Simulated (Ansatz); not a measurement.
Cost and result by functional for the adsorption energy of H2O on the 1x1 (110) surface of bcc Ta, one in a 2x2 cell, started at the site 'bridge Ta-Ta (span 3.3 Å)', in Ansatz (plane waves, PAW). Single points on the PBE structure, on one kind of machine; costs are rough ratios of the slab run's core time (references not counted) to the cheapest single point. r2SCAN's cost holds its higher cutoff (500 against 420 eV). Differences are taken against r2SCAN for comparison alone: no measured value is at hand, so the table doesn't rank accuracy.

Set-up: 19 atoms, 6.8 Å thick at the start under the adsorbate (thin: gaps and levels are the slab's own); mesh 5x5x1; 0.1 eV smearing; dipole correction on; 8 atoms held, the rest relaxed; no symmetry held; no spin, no spin-orbit, no U, no dispersion correction. At the end it is bonded to Ta. In PBE it is, or lies within 0.03 eV of, the lowest of the starts that converged. These notes are the PBE run's. Adsorption energies are against H2O(g). A negative adsorption energy means that the adsorbate is more stable on the surface than in its reference.

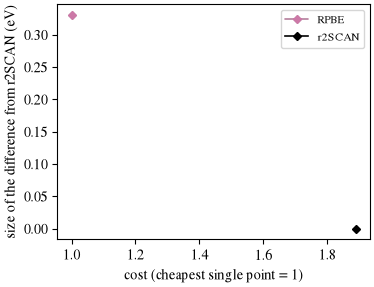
*Difference from r2SCAN against cost*

```json
[
 {"functional": "RPBE", "relative cost": "1", "adsorption energy (eV)": "-0.30", "less r2SCAN (eV)": "0.33"},
 {"functional": "r2SCAN", "relative cost": "2", "adsorption energy (eV)": "-0.63", "less r2SCAN (eV)": "0.00"},
 {"functional": "PBE (the relaxed run's value)", "relative cost": "–", "adsorption energy (eV)": "-0.51", "less r2SCAN (eV)": "0.12"}
]
```

The values span 0.33 eV, while the single points' costs differ by a factor of roughly 2. Differences are of unrounded values.

Ansatz is an electronic-structure program.
